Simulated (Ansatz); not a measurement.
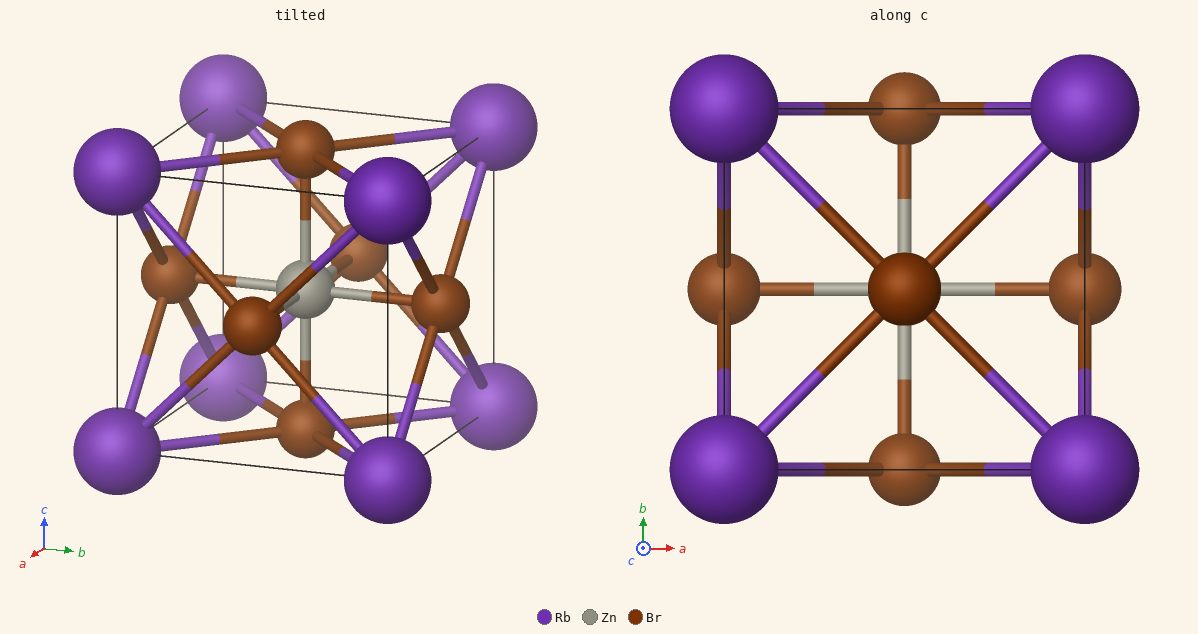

Ball-and-stick model, viewed slightly off an axis and along the c axis. The conventional unit cell is drawn as a box.

RbZnBr3, cubic perovskite, space group Pm-3m (No. 221), a = 5.249 Å, b = 5.249 Å, c = 5.249 Å, α = 90.00°, β = 90.00°, γ = 90.00°. It goes back to a structure type filled with these elements by a generator (whether the compound takes this form wasn't checked). Earlier steps of the study may have refined or changed the cell and positions. A calculation with Ansatz used it as input.

This one geometry was computed with Ansatz (DFT, plane waves, PAW) at three levels of theory: PBE, HSE06 and r2SCAN. It was relaxed beforehand with r2SCAN.

How does the band gap change with the level of theory?

PBE: a gap of 0.20 eV, indirect; r2SCAN: a gap of 0.78 eV, indirect; HSE06: a gap of 1.40 eV, indirect.

Collect the results in a table.

| level | cutoff (eV) | k-mesh of the run's cell | gap (eV) | pressure (GPa) |
| --- | --- | --- | --- | --- |
| PBE | 420 | 6×6×6 | 0.20 | 1.3 |
| HSE06 | 420 | 4×4×4 | 1.40 | 0.6 |
| r2SCAN | 500 | 6×6×6 | 0.78 | 0.0 |

Gaps are taken on the k-mesh or band path of each run.
